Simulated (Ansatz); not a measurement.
**Frequency calculation, with input and output: AlH4F**

AlH4F, computed with RKS B3LYP-D4/def2-SVP (Ansatz 0.2.0).

It belongs to a series of runs on one base structure; here: vibrations at the highest image of the band. Figures and captions count atoms from 1; the log counts them from 0 in places.

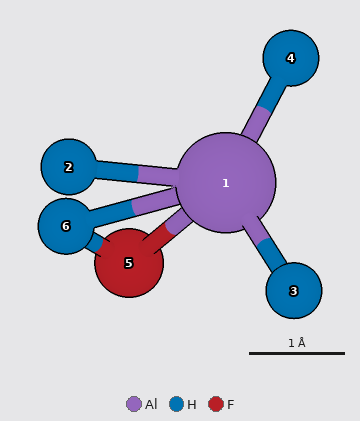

*The structure (ball-and-stick view, seen at a tilt; atoms are numbered from 1 in the order of the input). Sticks mark near contacts.*

Bond lengths as drawn: Al–F 1.98 Å, Al–H 1.58 to 1.90 Å and F–H 1.04 Å.

**Input**
```yaml
crystal:
  periodic: [false, false, false]
  atoms:
    - { symbol: Al, position_ang: [0.008233, -0.115362, 0.004483] }
    - { symbol: H, position_ang: [0.017578, 0.073391, 1.686091] }
    - { symbol: H, position_ang: [1.400551, 0.154734, -0.685264] }
    - { symbol: H, position_ang: [-1.404266, 0.096311, -0.664013] }
    - { symbol: F, position_ang: [0.058446, -1.914792, 0.825929] }
    - { symbol: H, position_ang: [0.04726, -1.192783, 1.574774] }
basis:
  gaussian: { orbitals: def2-SVP }
hamiltonian:
  xc: b3lyp
  dispersion: d4
phonons: {}
```

Run on 1 thread of Intel Xeon @ 2.50GHz (Skylake/Cascade Lake), 32 GiB of memory available, shared host.

Run as:
```bash
ansatz run input.yaml --threads 1 --pin off --max-ram 2048MiB --backend cpu --events-out ev --progress --plain --runs-dir out
```

**Output**
```
Engine: ansatz 0.2.0, x86_64-unknown-linux-gnu
Functional definition: B3LYP
  parameter a0 = 0.2
  parameter ax = 0.72
  parameter ac = 0.81
  exchange = (1 - a0 - ax)*slater_x + ax*b88_x + a0*exact_x
  correlation = (1 - ac)*vwn_rpa_c + ac*lyp_c
534 factors; integrals over basis functions are off by at most 3.4e-4 eV
mean field evaluation 1: about -9373.7897 eV, gradient 2.5e1 eV
mean field evaluation 2: about -9373.0727 eV, gradient 3.6e1 eV
mean field evaluation 4: about -9374.9142 eV, gradient 2.7e-1 eV
mean field evaluation 8: about -9374.9134 eV, gradient 3.5e-3 eV
mean field -9374.91341952 eV, -344.5217136227 hartree, gradient 2.1e-5 eV, S^2 0.000000; 0 other end points of the search recorded, 0 dependent functions left out
the calculation of the forces begins
reference -9374.91364156 eV, -344.5217217827 hartree; 13, 13 occupied and 39, 39 virtual orbitals, 534 factors
these checks for a lower state are left out or cut short: stability, starts, cluster_reference, orbital_swaps, neighbouring_geometries, increment
534 factors; integrals over basis functions are off by at most 3.4e-4 eV
mean field evaluation 16: about -9374.9134 eV, gradient 2.3e-5 eV
mean field -9374.91336410 eV, -344.5217115863 hartree, gradient 1.7e-6 eV, S^2 0.000000; 0 other end points of the search recorded, 0 dependent functions left out
[... from here on the field's lines of each further geometry are left out, up to the last ...]
the calculation of the forces begins
reference -9374.91363574 eV, -344.5217215686 hartree; 13, 13 occupied and 39, 39 virtual orbitals, 534 factors
these checks for a lower state are left out or cut short: stability, starts, cluster_reference, orbital_swaps, neighbouring_geometries, increment
534 factors; integrals over basis functions are off by at most 3.4e-4 eV
mean field -9374.91331749 eV, -344.5217098733 hartree, gradient 2.0e-6 eV, S^2 0.000000; 0 other end points of the search recorded, 0 dependent functions left out
the calculation of the forces begins
reference -9374.91353952 eV, -344.5217180327 hartree; 13, 13 occupied and 39, 39 virtual orbitals, 534 factors
WARN: phonons: modes at or below zero, which the zero-point energy, F, S and C_V leave out: 1, the lowest at -465.58 cm⁻¹. A minimum has none, and a first-order saddle one
Total energy: -9375.00549803 eV, -344.5250974455 hartree
Atom 0 at     0.008233    -0.115362     0.004483 Å, force     0.008600    -0.005801    -0.004252 eV/Å
Atom 1 at     0.017578     0.073391     1.686091 Å, force    -0.000959     0.002015    -0.001771 eV/Å
Atom 2 at     1.400551     0.154734    -0.685264 Å, force    -0.001487     0.005976     0.001159 eV/Å
Atom 3 at    -1.404266     0.096311    -0.664013 Å, force    -0.001634     0.000415     0.003164 eV/Å
Atom 4 at     0.058446    -1.914792     0.825929 Å, force    -0.004771    -0.023684    -0.019141 eV/Å
Atom 5 at     0.047260    -1.192783     1.574774 Å, force     0.000250     0.021080     0.020842 eV/Å
Dipole moment:     0.000567    -0.028229     0.143706 e Å
Vibrations: -465.58 436.77 476.09 623.21 763.96 868.12 1088.80 1166.10 1634.48 1962.78 1973.87 2360.95 cm⁻¹, zero-point energy 0.827912 eV
```

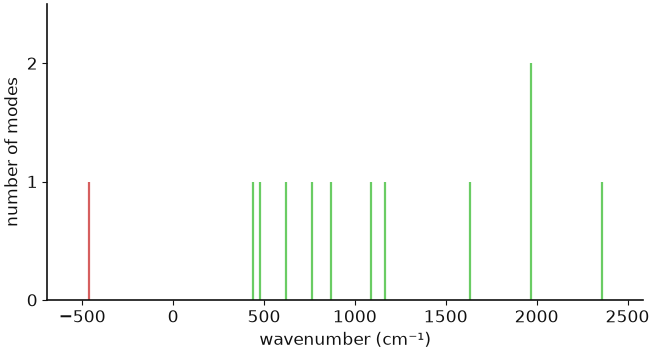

*Harmonic vibrational wavenumbers from the force constants; neighbouring modes closer than 13 cm⁻¹ are counted in one stick, and imaginary ones are drawn at negative wavenumbers.*

12 modes from 466i to 2361 cm⁻¹, 1 imaginary beyond 8i (466i cm⁻¹): a first-order saddle point, if the geometry is stationary.

**Key numbers**

```csv
quantity,value
outcome,converged
total energy,−9375.0055 eV
mean-field energy,−9374.9136 eV
largest force (length of the vector),0.031 eV/Å
wall time,34 s
peak memory,0.12 GiB
```
